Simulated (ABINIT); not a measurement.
# WS2 (Tungstenite): G0W0 with ABINIT, start to end, part 3 of 3

Aim: the G0W0 gap of WS2 (Tungstenite) on LDA, step by step.

ABINIT 10.8.3; LDA and many-body steps on it, plane waves. Known limits of the many-body steps: not at the basis limit; no spin-orbit coupling; coarse k mesh.

So far. Step 3 (Bands along the symmetry lines): The gap is 0.908 eV, as in the run before at this level. Step 4 (Empty states on the mesh, 3×3×1 mesh, 429 bands): On this mesh the gap is 1.264 eV. The earlier step found 0.908 eV, so this mesh misses an edge.

### 5. Screening, 3×3×1 mesh, 391 bands, screening to 179.6 eV

The RPA dielectric matrix is built and inverted for each q.

This step: RPA screening on LDA, plane waves, norm-conserving pseudopotentials.

The input, run.abi:

```
acell 3*1.0 Angstrom
rprim 
  3.153199999992 0.000000000002 0.000000000000
  -1.576599999998 2.730751303206 0.000000000000
  0.000000000000 0.000000000000 12.323000000000
ntypat 2
znucl 74 16
natom 6
typat 1 1 2 2 2 2
xred 
  0.333333333333 0.666666666667 0.250000000000
  0.666666666667 0.333333333333 0.750000000000
  0.333333333333 0.666666666667 0.622500000000
  0.666666666667 0.333333333333 0.122500000000
  0.333333333333 0.666666666667 0.877500000000
  0.666666666667 0.333333333333 0.377500000000
pp_dirpath "pseudos"
pseudos "W.upf, S.upf"
ecut 29
ngkpt 3 3 1
nshiftk 1
shiftk 0 0 0
kptopt 1
chksymbreak 0
istwfk *1
occopt 1
irdwfk 1
optdriver 3
nband 391
ecuteps 6.6
inclvkb 2
awtr 1
symchi 1
indata_prefix "in"
outdata_prefix "out"
tmpdata_prefix "tmp"
```

Run with:

```sh
> OMP_NUM_THREADS=1 mpirun -n 4 abinit run.abi > log
```

Numbers of over 12 decimals in the logs are rounded to 6 here.

The log of the run:

```text
.Version 10.8.3 of ABINIT. v10.8.2 released Aug 2026.

 Symmetries : space group P6_3/m m c (#194); Bravais hP (primitive hexag.)
[... echo of the input left out ...]
== DATASET  1 ==================================================================
-   mpi_nproc: 4, omp_nthreads: 1 (-1 if OMP is not activated)

--- !DatasetInfo
iteration_state: {dtset: 1, }
dimensions: {natom: 6, nkpt: 3, mband: 391, nsppol: 1, nspinor: 1, nspden: 1, mpw: 5373, }
cutoff_energies: {ecut:  29.0, pawecutdg:  -1.0, }
electrons: {nelect:   5.20000000E+01, charge:   0.00000000E+00, occopt:   1.00000000E+00, tsmear:   1.00000000E-02, }

 SCREENING: Calculation of the susceptibility and dielectric matrices

 Based on a program developped by R.W. Godby, V. Olevano, G. Onida, and L. Reining.
 Incorporated in ABINIT by V. Olevano, G.-M. Rignanese, and M. Torrent.
.Using double precision arithmetic ; gwpc =  8

[... cell and pseudopotentials left out ...]
--------------------------------------------------------------------------------

 ==== K-mesh for the wavefunctions ====
 Number of points in the irreducible wedge :     3
[... list of points left out ...]
 Together with 24 symmetry operations and time-reversal symmetry
 yields     9 points in the full Brillouin Zone.

 ==== Q-mesh for the screening function ====
 Number of points in the irreducible wedge :     3
[... list of points left out ...]
 Together with 24 symmetry operations and time-reversal symmetry
 yields     9 points in the full Brillouin Zone.

 setmesh: FFT mesh size selected  =    20x   20x   90
          total number of points  =        36000

 vcoul_init : cutoff-mode = AUXILIARY_FUNCTION
 q-points for optical limit:   1
     1)      0.000010    0.000020    0.000030

- screening: taking advantage of time-reversal symmetry
- Maximum band index for partially occupied states nbvw = 26
- Remaining bands to be divided among processors   nbcw = 365
- Number of bands treated by each node ~91

 Number of electrons calculated from density =   52.0000; Expected =   52.0000
 average of density, n =  0.072620
 r_s =    1.4869
 omega_plasma =   25.9946 [eV]

 calculating chi0 at frequencies [eV] :
  1    0.000000E+00    0.000000E+00
  2    0.000000E+00    2.599465E+01

--------------------------------------------------------------------------------
  q-point number  1        q = ( 0.000000, 0.000000, 0.000000) [r.l.u.]
--------------------------------------------------------------------------------
[... chi0 elements left out ...]
 For q-point:  0.000010 0.000020 0.000030
  dielectric constant =  17.6905
  dielectric constant without local fields =  19.8340

  Average fulfillment of the sum rule on Im[epsilon] for q-point    1 :     93.65  [%]
[... wings left out ...]
  q-point number  2        q = ( 0.333333, 0.000000, 0.000000) [r.l.u.]
--------------------------------------------------------------------------------
[... chi0 elements left out ...]
  Average fulfillment of the sum rule on Im[epsilon] for q-point    2 :     92.33  [%]

 [... 1 further q-points ...]
```

Run time: 76 s. Hardware: 4 MPI ranks of Arm Neoverse V2, shared host; peak memory 1.4 GiB.

Numbers from this step:

| Item | Value |
| --- | --- |
| ε∞ with local fields, on this mesh, along the program's q direction | 17.69 |
| the same without local fields | 19.83 |
| plasma frequency | 25.99 eV |
| plane waves in the screening matrix | 573 |

Local fields lower ε∞ by 11 %. On a Γ-centred mesh this coarse the value itself is usually too large, while a short band sum pulls it down.

### 6. Self-energy, 3×3×1 mesh, 391 bands, screening to 179.6 eV

The self-energy is evaluated for the states that the input lists, and the levels follow from it, in one-shot runs by the linearised quasiparticle equation.

This step: G0W0 on LDA, plane waves, norm-conserving pseudopotentials.

run.abi: that of step 5 with these lines changed.

```diff
@@ -27,8 +27,19 @@
 irdwfk 1
-optdriver 3
+optdriver 4
 nband 391
+gwcalctyp 0
+ecutsigx 29
+symsigma 1
+nkptgw 3
+kptgw 
+  0.0000000000 0.0000000000 0.0000000000
+  0.3333333333 0.0000000000 0.0000000000
+  0.3333333333 0.3333333333 0.0000000000
+bdgw 
+  13 30
+  13 30
+  13 30
 ecuteps 6.6
-inclvkb 2
-awtr 1
-symchi 1
+irdscr 1
+ppmodel 1
 indata_prefix "in"
```

The log of the run:

```text
.Version 10.8.3 of ABINIT. v10.8.2 released Aug 2026.

 Symmetries : space group P6_3/m m c (#194); Bravais hP (primitive hexag.)
[... echo of the input left out ...]
== DATASET  1 ==================================================================
-   mpi_nproc: 4, omp_nthreads: 1 (-1 if OMP is not activated)

--- !DatasetInfo
iteration_state: {dtset: 1, }
dimensions: {natom: 6, nkpt: 3, mband: 391, nsppol: 1, nspinor: 1, nspden: 1, mpw: 5373, }
cutoff_energies: {ecut:  29.0, pawecutdg:  -1.0, }
electrons: {nelect:   5.20000000E+01, charge:   0.00000000E+00, occopt:   1.00000000E+00, tsmear:   1.00000000E-02, }

 SIGMA: Calculation of the GW corrections

 Based on a program developped by R.W. Godby, V. Olevano, G. Onida, and L. Reining.
 Incorporated in ABINIT by V. Olevano, G.-M. Rignanese, and M. Torrent.
.Using double precision arithmetic ; gwpc =  8

[... cell and pseudopotentials left out ...]
--------------------------------------------------------------------------------

 ==== K-mesh for the wavefunctions ====
 Number of points in the irreducible wedge :     3
[... list of points left out ...]
 Together with 24 symmetry operations and time-reversal symmetry
 yields     9 points in the full Brillouin Zone.

 ==== Q-mesh for screening function ====
 Number of points in the irreducible wedge :     3
[... list of points left out ...]
 Together with 24 symmetry operations and time-reversal symmetry
 yields     9 points in the full Brillouin Zone.

 vcoul_init : cutoff-mode = AUXILIARY_FUNCTION
 q-points for optical limit:   1
     1)      0.000010    0.000020    0.000030
 setmesh: FFT mesh size selected  =    25x   25x  120
          total number of points  =        75000

 Number of electrons calculated from density =   52.0000; Expected =   52.0000
 average of density, n =  0.072620
 r_s =    1.4869
 omega_plasma =   25.9946 [eV]

 === KS Band Gaps ===
  >>>> For spin  1
   Minimum direct gap =   1.8128 [eV], located at k-point      :   0.3333  0.3333  0.0000
   Fundamental gap    =   1.2635 [eV], Top of valence bands at :   0.0000  0.0000  0.0000
                                       Bottom of conduction at :   0.3333  0.3333  0.0000
 SIGMA fundamental parameters:
 PLASMON POLE MODEL  1
 number of plane-waves for SigmaX                 5343
 number of plane-waves for SigmaC and W            573
 number of plane-waves for wavefunctions          5343
 number of bands                                   391
 number of independent spin polarizations            1
 number of spinorial components                      1
 number of k-points in IBZ                           3
 number of q-points in IBZ                           3
 number of symmetry operations                      24
 number of k-points in BZ                            9
 number of q-points in BZ                            9
 number of frequencies for dSigma/dE                 9
 frequency step for dSigma/dE [eV]                0.25
 number of omega for Sigma on real axis              0
 max omega for Sigma on real axis  [eV]           0.00
 zcut for avoiding poles [eV]                     0.10

 EPSILON^-1 parameters (SCR file):
 dimension of the eps^-1 matrix on file            573
 dimension of the eps^-1 matrix used               573
 number of plane-waves for wavefunctions          5343
 number of bands                                   391
 number of q-points in IBZ                           3
 number of frequencies                               2
 number of real frequencies                          1
 number of imag frequencies                          1

 matrix elements of self-energy operator (all in [eV])

 Perturbative Calculation

--- !SelfEnergy_ee
iteration_state: {dtset: 1, }
kpoint     : [   0.000,    0.000,    0.000, ]
spin       : 1
KS_gap     :    2.295
QP_gap     :    2.765
Delta_QP_KS:    0.470
data: !SigmaeeData |
     Band     E0 <VxcDFT>   SigX SigC(E0)      Z dSigC/dE  Sig(E)    E-E0       E
       13   1.667 -12.449 -17.484   4.241   0.806  -0.241 -13.090  -0.640   1.026
       14   2.756 -13.340 -17.729   3.810   0.760  -0.315 -13.780  -0.440   2.316
       15   5.437 -12.186 -15.957   2.796   0.772  -0.295 -12.939  -0.754   4.684
       16   5.848 -15.168 -17.987   2.432   0.767  -0.304 -15.465  -0.296   5.552
       17   5.848 -15.168 -17.987   2.432   0.767  -0.304 -15.465  -0.296   5.552
       18   5.862 -15.186 -17.981   2.416   0.767  -0.304 -15.476  -0.290   5.572
       19   5.862 -15.186 -17.981   2.416   0.767  -0.304 -15.476  -0.290   5.572
       20   7.088 -15.460 -17.752   1.816   0.778  -0.286 -15.830  -0.370   6.718
       21   7.088 -15.460 -17.752   1.816   0.778  -0.286 -15.830  -0.370   6.718
       22   7.141 -15.541 -17.786   1.786   0.778  -0.285 -15.898  -0.358   6.784
[...]
--- !SelfEnergy_ee
iteration_state: {dtset: 1, }
kpoint     : [   0.333,    0.000,    0.000, ]
spin       : 1
KS_gap     :    3.353
QP_gap     :    3.927
Delta_QP_KS:    0.574
data: !SigmaeeData |
     Band     E0 <VxcDFT>   SigX SigC(E0)      Z dSigC/dE  Sig(E)    E-E0       E
[...]
--- !SelfEnergy_ee
iteration_state: {dtset: 1, }
kpoint     : [   0.333,    0.333,    0.000, ]
spin       : 1
KS_gap     :    1.813
QP_gap     :    2.502
Delta_QP_KS:    0.689
data: !SigmaeeData |
     Band     E0 <VxcDFT>   SigX SigC(E0)      Z dSigC/dE  Sig(E)    E-E0       E
[...]
26   8.773 -15.526 -16.660   0.942   0.781  -0.280 -15.676  -0.151   8.623
       27  10.586 -16.447 -11.235  -4.523   0.781  -0.280 -15.909   0.538  11.125
       28  10.586 -16.447 -11.235  -4.523   0.781  -0.280 -15.909   0.538  11.125
       29  11.258 -13.554  -8.665  -4.414   0.796  -0.256 -13.176   0.378  11.636
       30  12.554 -15.270  -9.787  -4.898   0.783  -0.277 -14.812   0.458  13.012

 New Fermi energy :        3.723969E-01 Ha ,    1.013344E+01 eV

 === QP Band Gaps ===
  >>>> For spin  1
   Minimum direct gap =   2.5020 [eV], located at k-point      :   0.3333  0.3333  0.0000
   Fundamental gap    =   1.9825 [eV], Top of valence bands at :   0.0000  0.0000  0.0000
                                       Bottom of conduction at :   0.3333  0.3333  0.0000

== END DATASET(S) ==============================================================
================================================================================

 -outvars: echo values of variables after computation  --------
           etotal      0.0000000000E+00
            nband         391
             nkpt           3
          spgroup         194
 [... the other variables as echoed above ...]

 Calculation completed.
```

Wall time 4.8 min (4 MPI ranks); peak memory 1.5 GiB; 19 min of CPU time.

Numbers from this step:

```
G0W0 gap on the points computed              : 1.983 eV
starting gap on the mesh                     : 1.264 eV
k of the valence top                         : 0, 0, 0
k of the conduction bottom                   : 0.3333, 0.3333, 0
Z at the valence top                         : 0.78
Z at the conduction bottom                   : 0.781
least direct G0W0 gap on the computed points : 2.502 eV
```

The gap on the mesh goes from 1.26 eV to 1.98 eV, a correction of +0.72 eV. The start differs from the 0.91 eV found before because the two sample other k points.

Limits: finite bands, cutoff and mesh; no spin-orbit coupling; coarse k mesh. v1 is the top filled band, c1 the lowest empty one. The levels before and after the correction (eV, zero at the valence-band top of each column):

|  | conduction bottom | valence top |
| --- | --- | --- |
| Kohn-Sham | 1.26 | 0.00 |
| G0W0 | 1.98 | 0.00 |

|  | level | energy (eV) |
| --- | --- | --- |
| Kohn-Sham | Γ v3 | -1.461 |
| Kohn-Sham | Γ v2 | -1.275 |
| Kohn-Sham | Γ v1 | 0.000 |
| Kohn-Sham | Γ c1-c2 | 2.295 |
| Kohn-Sham | Γ c3 | 2.305 |
| Kohn-Sham | (0.333 0.333 0) v3 | -2.892 |
| Kohn-Sham | (0.333 0.333 0) v2 | -0.768 |
| Kohn-Sham | (0.333 0.333 0) v1 | -0.549 |
| Kohn-Sham | (0.333 0.333 0) c1-c2 | 1.264 |
| Kohn-Sham | (0.333 0.333 0) c3 | 1.936 |
| G0W0 | Γ v3 | -2.015 |
| G0W0 | Γ v2 | -1.244 |
| G0W0 | Γ v1 | 0.000 |
| G0W0 | Γ c1-c2 | 2.765 |
| G0W0 | Γ c3 | 2.762 |
| G0W0 | (0.333 0.333 0) v3 | -3.356 |
| G0W0 | (0.333 0.333 0) v2 | -0.742 |
| G0W0 | (0.333 0.333 0) v1 | -0.519 |
| G0W0 | (0.333 0.333 0) c1-c2 | 1.983 |
| G0W0 | (0.333 0.333 0) c3 | 2.494 |

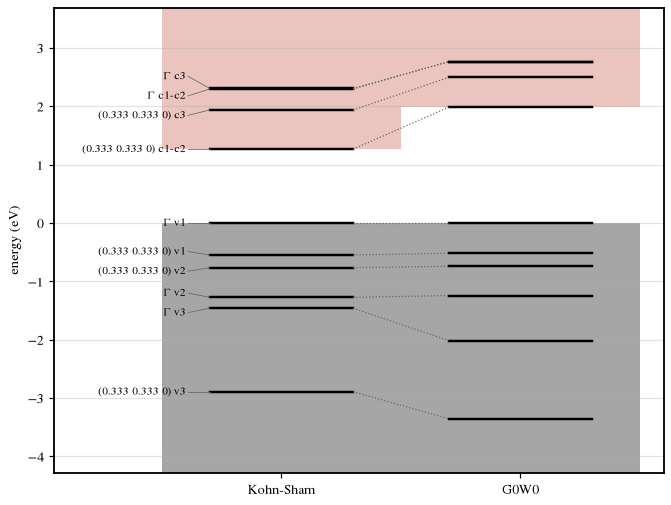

Levels before and after the correction. Shaded: valence and conduction bands.

### 7. Where the time went

Times are wall times on the hardware named with each run, good to a factor of about two.

| step | time | share | memory (GiB) |
| --- | --- | --- | --- |
| ground state | 29 s | 5 % | 0.36 |
| bands along the symmetry lines | 61 s | 10 % | 0.51 |
| empty states on the mesh | 2.5 min | 25 % | 0.36 |
| screening | 76 s | 13 % | 1.4 |
| self-energy | 4.8 min | 48 % | 1.5 |

### 8. Outcome

- LDA gap: 0.91 eV, indirect
- G0W0 gap on the mesh: 1.98 eV
- G0W0 gap over the zone (rigid shift): 1.63 eV
- GW settings: 3×3×1 mesh, 391 bands, screening to 179.6 eV, Godby-Needs plasmon pole
- known limits: not at the basis limit; no spin-orbit coupling; coarse k mesh

In words: G0W0 moves the gap on the mesh from 1.26 eV to 1.98 eV (+0.72 eV), with Z of 0.78 and 0.78 at the edges. The mesh misses the band edges by 0.36 eV in all; a rigid shift gives 1.63 eV for the zone. Local fields lower the RPA ε∞ on this mesh from 19.83 to 17.69; a Γ-centred mesh this coarse tends to raise both, most where the direct gap is narrow, while a short band sum lowers them. The dearest step here is «self-energy». Bands and cutoff are finite, so the gap is not at the basis limit. The miss can reach some tenths of an eV and take either sign; the mesh is an error of its own. A denser mesh or path gives a starting gap of 0.91 eV: the GW mesh misses a band edge, so its gaps are not the fundamental one. The 3×3×1 mesh is coarse for this cell, which bears on the long-range parts of exchange and screening. The many-body steps are scalar-relativistic: spin-orbit coupling is not in them.

[Paths, hosts, dates, memory and timing lines, banners, echoed tables and standing remarks are left out of the program output.]

[Logs are printed without paths, hosts, clocks, repeated set-up lines and the standing remarks that a program may print on its own settings, such as how far it seeks lower states.]

[Runs of the session that timed out or met a known fault of the program may be left out.]

[Hosts, paths, dates, database ids (printed as entryN), source tags and the programs' standing remarks are cut or masked in the printed files.]

[G0W0 gaps are taken among the corrected bands and points alone; a level outside them can change the order at an edge.]

[Where Ansatz stands beside ABINIT at settings called matched, ABINIT's density can come from a denser mesh and the files from another edition; pairs whose starting gaps differed by over 0.03 eV were left out, so agreement reads better than it is.]
